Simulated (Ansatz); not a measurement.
# ClFH5NSi2: reading failed and doubtful runs

3 inputs were typed for ClFH5NSi2. Each is run as it stands; the log then has to tell whether the result can be used.

Computed with Ansatz 0.2.0, Gaussian basis. Level: the settings change from run to run.

## 1. The relaxed structure

An earlier PBE0-D4 in a triple-zeta def2 set relaxation fixed the geometry.

SMILES `F[SiH](Cl)N[SiH3]`, 10 atoms, charge 0, spin multiplicity 1.

Atoms are counted from 1 here; the program's logs count them from 0.

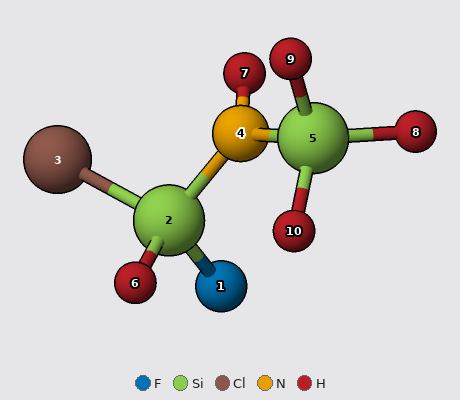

The structure; fluorine blue, silicon green, chlorine brown, nitrogen amber, hydrogen red; atoms are numbered from 1 in the order of the file.

## 2. Attempt 1

File in.yaml:

```yaml
crystal:
  periodic: [false, false, false]
  atoms:
    - {symbol: F, position_ang: [-1.085992, 0.313698, 2.094617]}
    - {symbol: Si, position_ang: [-0.039315, 0.183275, 1.443563]}
    - {symbol: Cl, position_ang: [1.180145, 1.424275, 2.164387]}
    - {symbol: N, position_ang: [0.323773, 0.526674, -0.139292]}
    - {symbol: Si, position_ang: [-0.131761, -0.276133, -1.613044]}
    - {symbol: H, position_ang: [0.838858, -0.913209, 1.705317]}
    - {symbol: H, position_ang: [-0.058727, 1.686386, -0.191214]}
    - {symbol: H, position_ang: [-1.592136, -0.281393, -2.030727]}
    - {symbol: H, position_ang: [0.834552, -0.543679, -2.381340]}
    - {symbol: H, position_ang: [-0.223518, -1.853210, -0.995931]}
basis:
  gaussian: {orbitals: def2-mTZVPP}
magnetization: {spin_polarized: true, initial_magnetization: 0}
hamiltonian: {xc: {name: TPSS}}
```

On the command line:

```
$ ansatz run in.yaml --threads 4 --pin off --events-out ev --progress --plain --max-ram 10444MiB
```

Output:

```text
Error: YAML parse error: error: line 17 column 19: hamiltonian.xc: no functional is named "TPSS"; the names, which are not case-sensitive, are SVWN5, SPW92, PBE, PBE0, PBEsol, revPBE, revPBE0, RPBE, rPW86-PBE, HSE06, wPBEh, LC-wPBE, HISS, HF, BLYP, B3LYP, B3LYP5, BHLYP, CAM-B3LYP, r2SCAN, r2SCANh, r2SCAN0, r2SCAN50, m-r2SCAN, B97, wB97, wB97X, wB97X-V, B97M-V, wB97M-V, B2PLYP, B2GP-PLYP, PBE0-DH, PBE-QIDH
  --> <input>:17:19
   |
15 |   gaussian: {orbitals: def2-mTZVPP}
16 | magnetization: {spin_polarized: true, initial_magnetization: 0}
17 | hamiltonian: {xc: {name: TPSS}}
   |                   ^ hamiltonian.xc: no functional is named "TPSS"; the names, which are not case-sensitive, are SVWN5, SPW92, PBE, PBE0, PBEsol, revPBE, revPBE0, RPBE, rPW86-PBE, HSE06, wPBEh, LC-wPBE, HISS, HF, BLYP, B3LYP, B3LYP5, BHLYP, CAM-B3LYP, r2SCAN, r2SCANh, r2SCAN0, r2SCAN50, m-r2SCAN, B97, wB97, wB97X, wB97X-V, B97M-V, wB97M-V, B2PLYP, B2GP-PLYP, PBE0-DH, PBE-QIDH
```

Run time: 0.05 s. Hardware: 4 threads of Arm Neoverse V1, shared host.

What is wrong: Refused before any calculation. The method's name isn't one that the program takes here. Its coordinates are also moved off the relaxed structure (shortest distance 1.22 Å, against 1.01 Å), and have to be restored too. To mend it, name a functional that the program knows.

## 3. Attempt 2

File in.yaml:

```yaml
crystal:
  periodic: [false, false, false]
  atoms:
    - {symbol: F, position_ang: [-2.286322, 0.321133, 4.042159]}
    - {symbol: Si, position_ang: [0.175399, 0.230848, 2.727180]}
    - {symbol: Cl, position_ang: [2.263403, 2.851211, 4.413988]}
    - {symbol: N, position_ang: [-0.002074, 1.153016, -0.217567]}
    - {symbol: Si, position_ang: [-0.417688, -1.096162, -3.049979]}
    - {symbol: H, position_ang: [1.528884, -2.347375, 2.940023]}
    - {symbol: H, position_ang: [0.110506, 3.036659, -0.472093]}
    - {symbol: H, position_ang: [-2.834304, -0.223086, -4.090586]}
    - {symbol: H, position_ang: [1.772408, -0.439231, -4.652740]}
    - {symbol: H, position_ang: [-0.218594, -3.459127, -1.962096]}
basis:
  gaussian: {orbitals: 6-31G}
hamiltonian: {xc: {name: RPBE}, dispersion: d3bj}
```

Launched as before.

Output, shortened:

```text
Functional definition: RPBE
  name "RPBE"
  cite "Hammer, Hansen & Nørskov, Phys. Rev. B 59, 7413 (1999) doi:10.1103/PhysRevB.59.7413"
  cite "Perdew, Burke & Ernzerhof, Phys. Rev. Lett. 77, 3865 (1996) doi:10.1103/PhysRevLett.77.3865"
[...]
788 factors; integrals over basis functions are off by at most 2.6e-4 eV
[...]
mean field -32535.67660292 eV, -1195.6640616837 hartree, gradient 2.5e-6 eV, S^2 0.000000; 9 other end points of the search recorded, 0 dependent functions left out
reference -32535.67666283 eV, -1195.6640638853 hartree; 33, 33 occupied and 34, 34 virtual orbitals, 788 factors
Total energy: -32536.26116273 eV, -1195.6855438603 hartree
```

Wall time 7 s (4 threads of Arm Neoverse V1, shared host).

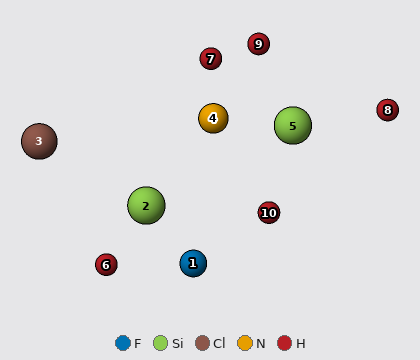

The geometry of this input.

**Diagnosis.** The run converged, but a converged run isn't a right one. The coordinates are in bohr but typed as ångström. The shortest distance is 1.90 Å (N4–H7), against 1.01 Å in the relaxed molecule. Its energy is no property of the relaxed molecule. Fix: take the coordinates from the file in ångström.

## 4. Attempt 3

File in.yaml:

```yaml
crystal:
  periodic: [false, false, false]
  atoms:
    - {symbol: F, position_ang: [-2.781383, 0.267870, 4.855367]}
    - {symbol: Si, position_ang: [0.325836, 0.319383, 3.244726]}
    - {symbol: Cl, position_ang: [2.774922, 3.390361, 5.419568]}
    - {symbol: N, position_ang: [0.066450, 1.279459, -0.348862]}
    - {symbol: Si, position_ang: [-0.374774, -1.030810, -3.358475]}
    - {symbol: H, position_ang: [1.611147, -2.632233, 3.559996]}
    - {symbol: H, position_ang: [0.043773, 3.465293, -0.764826]}
    - {symbol: H, position_ang: [-3.255046, -0.553680, -4.829190]}
    - {symbol: H, position_ang: [1.990117, -0.536029, -5.559694]}
    - {symbol: H, position_ang: [-0.218224, -4.082476, -2.212230]}
basis:
  gaussian: {orbitals: cc-pVTZ-DK}
hamiltonian: {xc: {name: HSE06}, dispersion: d4}
```

Launched as before.

Output:

```text
Functional definition: HSE06
  name "HSE06"
  cite "Heyd, Scuseria & Ernzerhof, J. Chem. Phys. 118, 8207 (2003) doi:10.1063/1.1564060"
  cite "Krukau, Vydrov, Izmaylov & Scuseria, J. Chem. Phys. 125, 224106 (2006) doi:10.1063/1.2404663"
  cite "Heyd & Scuseria, J. Chem. Phys. 120, 7274 (2004) doi:10.1063/1.1668634"
  cite "Ernzerhof & Perdew, J. Chem. Phys. 109, 3313 (1998) doi:10.1063/1.476928"
  cite "Perdew, Burke & Ernzerhof, Phys. Rev. Lett. 77, 3865 (1996) doi:10.1103/PhysRevLett.77.3865"
  parent pbe
  parameter a = 0.25
  parameter omega = 0.11/bohr
  # The whole range is PBE's own exchange, as in plane waves. The composition of these papers is wPBEh.
  exchange = pbe_x - a*pbe_x_sr(omega) + a*exact_x_sr(omega)
  correlation = pbe_c
1500 factors; their error is unknown
125 factors; integrals over basis functions are off by at most 7.7e-6 eV
mean field evaluation 1: about -32540.2702 eV, gradient 1.1e2 eV
mean field evaluation 2: about -31729.8873 eV, gradient 2.4e2 eV
mean field evaluation 4: about -32138.0938 eV, gradient 1.7e2 eV
mean field evaluation 8: about -32586.9493 eV, gradient 2.9e1 eV
mean field evaluation 16: about -32591.6259 eV, gradient 3.7e-1 eV
mean field evaluation 32: about -32591.7705 eV, gradient 2.9e-5 eV
mean field evaluation 64: about -32526.6870 eV, gradient 1.1e2 eV
mean field evaluation 96: about -32588.4036 eV, gradient 2.4e1 eV
mean field evaluation 128: about -32591.7654 eV, gradient 3.1e-1 eV
mean field evaluation 160: about -32591.7613 eV, gradient 6.1e-1 eV
mean field evaluation 192: about -32591.0038 eV, gradient 1.1e1 eV
mean field evaluation 224: about -32591.6404 eV, gradient 4.9e0 eV
mean field evaluation 256: about -32590.7324 eV, gradient 1.3e1 eV
mean field evaluation 288: about -32591.1061 eV, gradient 9.6e0 eV
mean field evaluation 320: about -32570.6806 eV, gradient 7.4e1 eV
mean field evaluation 352: about -32591.4683 eV, gradient 5.8e0 eV
Error: SIGTERM received: run cancelled behind 383 evaluations of the mean field
```

It took 91 s on 4 threads of Arm Neoverse V1, shared host.

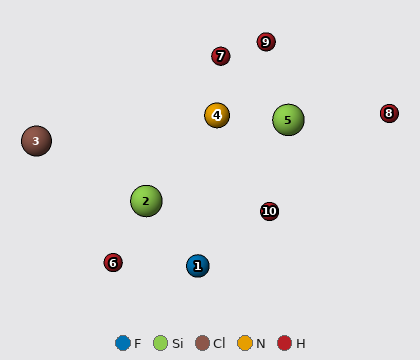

The geometry of this input.

Diagnosis: Time ran out. The geometry is stretched to more than twice its size. The shortest distance is 2.23 Å (N4–H7), against 1.01 Å in the relaxed molecule. Cure: use the relaxed coordinates.

## 5. How the tries ended

```
attempt             level      ended                                                    cause    time
      1  TPSS/def2-mTZVPP    refused  the method's name isn't one that the program takes here  0.05 s
      2        RPBE/6-31G  converged        the coordinates are in bohr but typed as ångström     7 s
      3  HSE06/cc-pVTZ-DK    timeout    the geometry is stretched to more than twice its size    91 s
```

In words: 1 refused, 1 converged, 1 timeout. A refusal costs next to no computing time. The dangerous case is the input that converges on a wrong geometry, charge, spin, basis or grid: often only a look at the input shows it.
